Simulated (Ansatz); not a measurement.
## Geometry relaxation of BN$_{3}$H$_{6}$ (part 1 of 2)

System: BN$_{3}$H$_{6}$.
Method: RKS BHLYP/def2-SVP (Ansatz 0.2.0).

It belongs to a series of runs on one base structure; here: start relaxed. Figures and captions count atoms from 1; the log counts them from 0 in places.

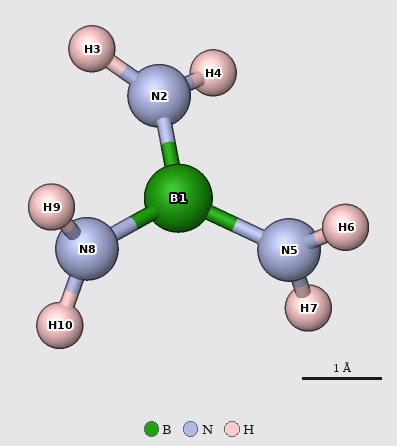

Fig. 1: The starting structure (ball-and-stick view, seen at a tilt; atoms are numbered from 1 in the order of the input).

Input file
```yaml
crystal:
  periodic: [false, false, false]
  atoms:
    - { symbol: B, position_ang: [0.0, 0.0, 0.0] }
    - { symbol: "N", position_ang: [0.0, 0.0, 1.55] }
    - { symbol: H, position_ang: [-0.877, -0.2713, 2.08] }
    - { symbol: H, position_ang: [0.877, 0.2713, 2.08] }
    - { symbol: "N", position_ang: [1.3423, 0.0, -0.775] }
    - { symbol: H, position_ang: [1.8089, -0.9179, -1.0268] }
    - { symbol: H, position_ang: [1.7937, 0.9179, -1.0532] }
    - { symbol: "N", position_ang: [-1.3423, 0.0, -0.775] }
    - { symbol: H, position_ang: [-2.0112, -0.8164, -0.6764] }
    - { symbol: H, position_ang: [-1.5914, 0.8164, -1.4036] }
basis:
  gaussian: { orbitals: def2-SVP }
hamiltonian:
  xc: { name: BHLYP }
relax:
  f_tol: 0.02
  max_steps: 40
output:
  orbitals: {}
```

Launched with:
```bash
ansatz run input.yaml --threads 2 --pin off --max-ram 3072MiB --backend cpu --events-out ev --progress --plain --runs-dir out
```

Log
```
The last accepted step is kept in [file] (removed where the run ends without a failure and the disk answers)
Engine: ansatz 0.2.0, aarch64-unknown-linux-gnu
Functional definition: BHLYP
  parameter a = 0.5
  exchange = (1 - a)*b88_x + a*exact_x
  correlation = lyp_c
982 factors; integrals over basis functions are off by at most 3.6e-4 eV
mean field evaluation 1: about -5229.7137 eV, gradient 6.5e1 eV
mean field evaluation 2: about -5229.9417 eV, gradient 6.3e1 eV
mean field evaluation 4: about -5238.1201 eV, gradient 1.9e0 eV
mean field evaluation 8: about -5238.1265 eV, gradient 7.3e-2 eV
mean field evaluation 16: about -5238.1265 eV, gradient 1.0e-5 eV
mean field -5238.12649764 eV, -192.4975982586 hartree, gradient 1.0e-5 eV, S^2 0.000000; 0 other end points of the search recorded, 0 dependent functions left out
the calculation of the forces begins
reference -5238.12667013 eV, -192.4976045975 hartree; 16, 16 occupied and 70, 70 virtual orbitals, 982 factors
relax step   1: F+E_penalty+E_count = -5238.12649764 eV  Δ(F+E_penalty+E_count) = +0.000e0 eV  max|allowed force component| = 2.599e0 eV/Å  Δτ_max = 0.0000 Å  (26 SCF iters, accepted)
these checks for a lower state are left out or cut short: starts, cluster_reference, orbital_swaps, neighbouring_geometries, increment
982 factors; integrals over basis functions are off by at most 2.9e-4 eV
mean field -5239.39214863 eV, -192.5441100747 hartree, gradient 1.2e-5 eV, S^2 0.000000; 0 other end points of the search recorded, 0 dependent functions left out
[... from here on the field's lines of each further geometry are left out, up to the last ...]
relax step   2: F+E_penalty+E_count = -5239.39214863 eV  Δ(F+E_penalty+E_count) = -1.266e0 eV  max|allowed force component| = 1.182e0 eV/Å  Δτ_max = 0.1939 Å  (29 SCF iters, accepted)
relax step   3: F+E_penalty+E_count = -5239.79130153 eV  Δ(F+E_penalty+E_count) = -3.992e-1 eV  max|allowed force component| = 8.515e-1 eV/Å  Δτ_max = 0.2000 Å  (29 SCF iters, accepted)
relax step   4: F+E_penalty+E_count = -5240.02997579 eV  Δ(F+E_penalty+E_count) = -2.387e-1 eV  max|allowed force component| = 7.241e-1 eV/Å  Δτ_max = 0.2000 Å  (27 SCF iters, accepted)
relax step   5: F+E_penalty+E_count = -5240.18554263 eV  Δ(F+E_penalty+E_count) = -1.556e-1 eV  max|allowed force component| = 7.296e-1 eV/Å  Δτ_max = 0.2000 Å  (28 SCF iters, accepted)
relax step   6: F+E_penalty+E_count = -5240.31430021 eV  Δ(F+E_penalty+E_count) = -1.288e-1 eV  max|allowed force component| = 6.193e-1 eV/Å  Δτ_max = 0.2000 Å  (28 SCF iters, accepted)
relax step   7: F+E_penalty+E_count = -5240.42781401 eV  Δ(F+E_penalty+E_count) = -1.135e-1 eV  max|allowed force component| = 4.514e-1 eV/Å  Δτ_max = 0.2000 Å  (27 SCF iters, accepted)
relax step   8: F+E_penalty+E_count = -5240.48729094 eV  Δ(F+E_penalty+E_count) = -5.948e-2 eV  max|allowed force component| = 4.418e-1 eV/Å  Δτ_max = 0.2000 Å  (26 SCF iters, accepted)
relax step   9: F+E_penalty+E_count = -5240.53037013 eV  Δ(F+E_penalty+E_count) = -4.308e-2 eV  max|allowed force component| = 4.742e-1 eV/Å  Δτ_max = 0.2000 Å  (26 SCF iters, accepted)
relax step  10: F+E_penalty+E_count = -5240.54368530 eV  Δ(F+E_penalty+E_count) = -1.332e-2 eV  max|allowed force component| = 3.766e-2 eV/Å  Δτ_max = 0.0904 Å  (27 SCF iters, accepted)
relax step  11: F+E_penalty+E_count = -5240.54537672 eV  Δ(F+E_penalty+E_count) = -1.691e-3 eV  max|allowed force component| = 1.068e-2 eV/Å  Δτ_max = 0.0461 Å  (24 SCF iters, accepted)
relax step  12: F+E_penalty+E_count = -5240.54575446 eV  Δ(F+E_penalty+E_count) = -3.777e-4 eV  max|allowed force component| = 7.182e-2 eV/Å  Δτ_max = 0.0401 Å  (23 SCF iters, accepted)
relax step  13: F+E_penalty+E_count = -5240.54594246 eV  Δ(F+E_penalty+E_count) = -1.880e-4 eV  max|allowed force component| = 2.919e-2 eV/Å  Δτ_max = 0.0118 Å  (23 SCF iters, accepted)
the calculation of the forces begins
reference -5240.54633982 eV, -192.5865258185 hartree; 16, 16 occupied and 70, 70 virtual orbitals, 982 factors
relax step  14: F+E_penalty+E_count = -5240.54618262 eV  Δ(F+E_penalty+E_count) = -2.402e-4 eV  max|allowed force component| = 4.819e-3 eV/Å  Δτ_max = 0.0238 Å  (24 SCF iters, accepted)
```

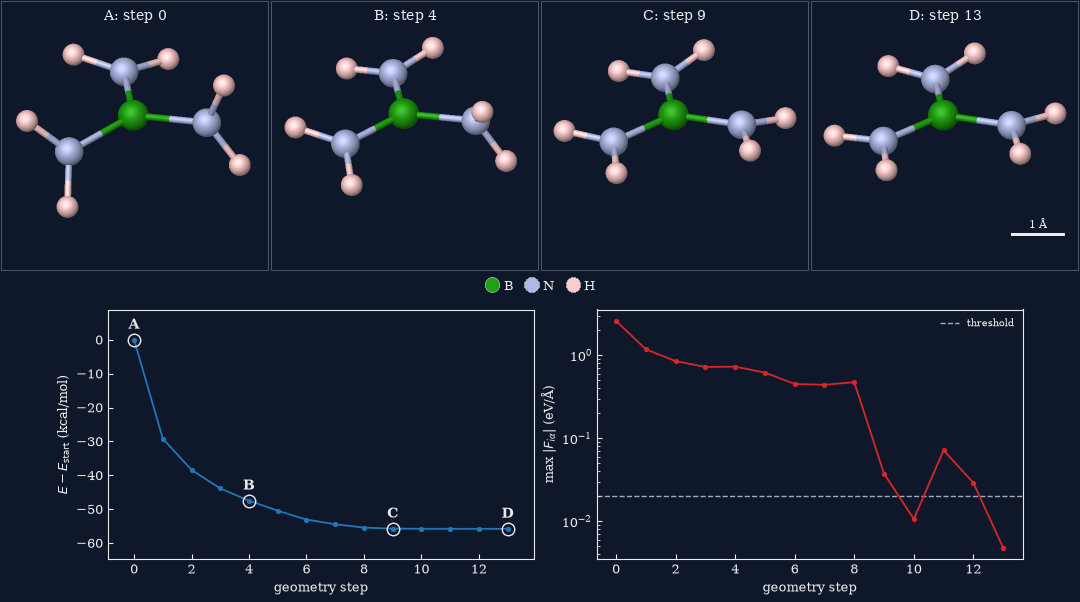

Fig. 2: Frames of the relaxation (ball-and-stick view, seen at a tilt) above the curves, on which the letters mark them (the first geometry is step 0 here and step 1 in the log).

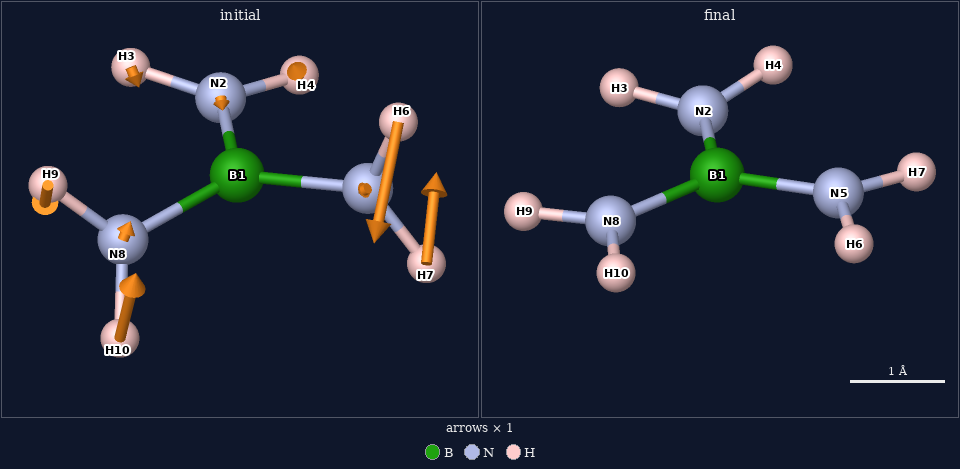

Fig. 3: Before (left) and after (right) the relaxation, at one scale (ball-and-stick view, seen at a tilt). The orange arrows give the displacements, at true length. H6 moves most after the best rigid fit: 1.33 Å. By element the largest moves are H 1.33 Å, N 0.22 Å. B stays in place. Among the contacts that change: B1–N5 1.550 → 1.425 Å, B1–N2 1.550 → 1.426 Å, N2–H3 1.060 → 1.002 Å. Among the angles that change: H9–N8–H10 120.0° → 113.4°, B1–N8–H9 120.0° → 123.2°, B1–N2–H4 120.0° → 122.5°. After 13 geometry steps the energy has fallen by 55.8 kcal/mol. Largest force component: 2.6 eV/Å at the start, 0.0048 eV/Å at the end. (Atoms are counted from 1 in the order of the input.)

```
982 factors; integrals over basis functions are off by at most 4.5e-4 eV
mean field -5240.54618262 eV, -192.5865200415 hartree, gradient 3.0e-5 eV, S^2 0.000000; 1 other end points of the search recorded, 0 dependent functions left out
the calculation of the forces begins
reference -5240.54633982 eV, -192.5865258185 hartree; 16, 16 occupied and 70, 70 virtual orbitals, 982 factors
Total energy: -5240.54633982 eV, -192.5865258185 hartree
Atom 0 at     0.001168    -0.002007     0.000984 Å, force     0.000720    -0.001647    -0.002915 eV/Å
Atom 1 at    -0.015621     0.118455     1.421343 Å, force     0.000278     0.001736     0.004793 eV/Å
Atom 2 at    -0.840182    -0.044462     1.966949 Å, force     0.000077    -0.002004    -0.002401 eV/Å
Atom 3 at     0.822616     0.123699     1.970505 Å, force    -0.000490     0.000894    -0.002328 eV/Å
Atom 4 at     1.234501     0.095693    -0.705887 Å, force     0.004194     0.001320    -0.001253 eV/Å
Atom 5 at     1.289138     0.097395    -1.706255 Å, force    -0.002438    -0.000076     0.000255 eV/Å
Atom 6 at     2.092769     0.363202    -0.263646 Å, force    -0.000716    -0.000947     0.002632 eV/Å
Atom 7 at    -1.212306    -0.222317    -0.710540 Å, force    -0.004819     0.000687    -0.001998 eV/Å
Atom 8 at    -2.105560    -0.292302    -0.262848 Å, force     0.000879     0.001097     0.002930 eV/Å
Atom 9 at    -1.266524    -0.237356    -1.710604 Å, force     0.002315    -0.001061     0.000285 eV/Å
Dipole moment:    -0.009653     0.007992    -0.008478 e Å
```

Trajectory as extended XYZ (Å, eV, eV/Å), 14 frames, from step=1 to step=14
```
10
Properties=species:S:1:pos:R:3:forces:R:3 step=1 energy=-5238.12650
B     0.0000    0.0000    0.0000   -0.1772  -0.0326   0.9245
N     0.0000    0.0000    1.5500   -0.0708  -0.1790  -2.5987
H    -0.8770   -0.2713    2.0800    2.0103   0.9947  -0.8831
H     0.8770    0.2713    2.0800   -1.9854  -1.0380  -0.9715
N     1.3423    0.0000   -0.7750   -0.6273   0.6611   0.8102
H     1.8089   -0.9179   -1.0268   -0.9075   2.2938   0.4383
H     1.7937    0.9179   -1.0532   -0.6867  -2.3390   0.4319
N    -1.3423    0.0000   -0.7750    0.8730  -0.3718   0.9955
H    -2.0112   -0.8164   -0.6764    1.0963   2.2116  -0.2714
H    -1.5914    0.8164   -1.4036    0.4752  -2.2007   1.1242
10
Properties=species:S:1:pos:R:3:forces:R:3 step=2 energy=-5239.39215
B    -0.0008    0.0018    0.0014   -0.2704  -0.0424   0.6307
N    -0.0011   -0.0333    1.4573   -0.2396  -0.1105  -1.0324
H    -0.8739   -0.1364    1.9956    1.1145   0.3394  -0.4784
H     0.8662    0.1002    1.9894   -0.9345  -0.4280  -0.4664
N     1.3164    0.0526   -0.7010   -0.4576   0.3355   0.5025
H     1.7565   -0.8145   -1.0046   -0.3408   0.7642   0.0091
H     1.7505    0.9134   -1.0202   -0.1800  -0.6750   0.0944
N    -1.3027   -0.0222   -0.7149    0.7383   0.0684   0.2807
H    -2.0105   -0.7419   -0.5645    0.3327   0.9301  -0.0074
H    -1.5006    0.6803   -1.4384    0.2373  -1.1817   0.4673
10
Properties=species:S:1:pos:R:3:forces:R:3 step=3 energy=-5239.79130
B    -0.0010    0.0118    0.0227   -0.1592   0.0186  -0.4444
N    -0.0104   -0.0551    1.4157   -0.1710  -0.1517   0.6396
H    -0.8558   -0.1129    1.9567    0.1041   0.1352   0.0274
H     0.8351    0.0248    1.9498   -0.0147  -0.2224  -0.0253
N     1.3019    0.0913   -0.6376    0.1917  -0.1214   0.2000
H     1.6789   -0.7477   -1.0495   -0.2069   0.2196  -0.1531
H     1.7171    0.9210   -1.0013    0.0428   0.2641  -0.1348
N    -1.2535   -0.0310   -0.6852   -0.0082   0.1533  -0.5847
H    -2.0245   -0.6395   -0.4502    0.0839   0.5563   0.0842
H    -1.3877    0.5374   -1.5211    0.1373  -0.8515   0.3911
10
Properties=species:S:1:pos:R:3:forces:R:3 step=4 energy=-5240.02998
B     0.0179    0.0010    0.0440   -0.1652   0.1566  -0.2443
N    -0.0242   -0.0615    1.4432   -0.0415  -0.0670   0.3402
H    -0.8765   -0.0689    1.9708    0.0117   0.0458   0.0783
H     0.8158   -0.0390    1.9906   -0.0135  -0.1140  -0.0214
N     1.3349    0.1026   -0.5909    0.3277  -0.7241  -0.1933
H     1.5718   -0.6804   -1.2011   -0.2706   0.5834   0.1661
H     1.6849    0.9544   -0.9824   -0.0545   0.2590  -0.0187
N    -1.2027   -0.0661   -0.6986   -0.0619  -0.0883  -0.3562
H    -2.0420   -0.5316   -0.3740    0.2740   0.5329  -0.1086
H    -1.2798    0.3895   -1.6016   -0.0062  -0.5843   0.3581
```
